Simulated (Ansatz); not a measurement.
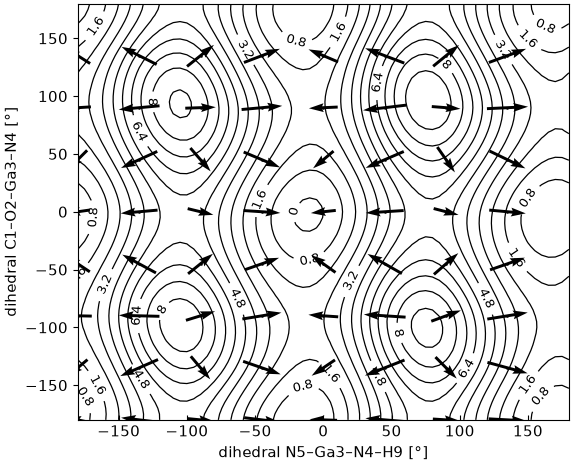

Energy landscape of CH₇GaN₂O, SMILES C[O][Ga]([NH2])[NH2]. The first coordinate is: dihedral N5–Ga3–N4–H9; the second: dihedral C1–O2–Ga3–N4. Nothing is relaxed (all other coordinates rigid). Grid: 8 × 8 points. Energies: kcal/mol, counted from the lowest grid point. The calculation used RKS PBE0-D4/def2-SVP in Ansatz.

The picture shows contour lines labelled in kcal/mol, dots at the grid points, arrows along the force (downhill), their lengths compressed. Between grid points the surface is interpolated. 

What does the map say about the system?

Answer. The lowest grid point is at dihedral N5–Ga3–N4–H9 = 0°, dihedral C1–O2–Ga3–N4 = 0°. The bottom of the well lies between grid points, at about dihedral N5–Ga3–N4–H9 = −10°, dihedral C1–O2–Ga3–N4 = 0°, about 0.17 kcal/mol lower on the interpolated surface. Higher local minima lie near dihedral N5–Ga3–N4–H9 = −180°, dihedral C1–O2–Ga3–N4 = 0° (0.20 kcal/mol above the lowest at that grid point); dihedral N5–Ga3–N4–H9 = 0°, dihedral C1–O2–Ga3–N4 = −180° (0.37 kcal/mol above the lowest at that grid point); dihedral N5–Ga3–N4–H9 = −180°, dihedral C1–O2–Ga3–N4 = −180° (0.42 kcal/mol above the lowest at that grid point). The highest grid point, dihedral N5–Ga3–N4–H9 = 90°, dihedral C1–O2–Ga3–N4 = 90°, lies 9.1 kcal/mol above the lowest. On the interpolated surface the easiest way out of the lowest well to the well at about dihedral N5–Ga3–N4–H9 = −15°, dihedral C1–O2–Ga3–N4 = −180° passes a barrier of about 2.3 kcal/mol, counted from the interpolated bottom of the well. Round the minimum the two coordinates are weakly coupled (coupling −0.10 in units of the two stiffnesses).

The values on the grid:

```
dihedral C1–O2–Ga3–N4 ↓, dihedral N5–Ga3–N4–H9 →  −180  −135  −90  −45    0   45   90  135
                                             135   1.9   5.9  6.7  2.4  1.6  6.2  7.5  3.1
                                              90   2.8   7.0  8.5  3.8  2.3  7.1  9.1  4.5
                                              45   1.6   5.2  6.8  2.8  1.3  5.1  7.0  3.2
                                               0   0.2   3.7  5.0  1.3  0.0  3.6  5.1  1.5
                                             −45   1.2   4.9  5.9  2.0  1.2  5.0  6.1  2.2
                                             −90   2.3   6.6  8.0  3.5  2.4  7.0  8.5  3.7
                                            −135   1.4   5.2  7.0  3.0  1.5  5.7  7.7  3.3
                                            −180   0.4   3.7  4.9  1.3  0.4  4.3  5.7  1.9
```

Time for the 64 points that were run: 9.6 min on 1 thread of Intel(R) Xeon(R) Platinum 8488C (Sapphire Rapids), on a shared host.
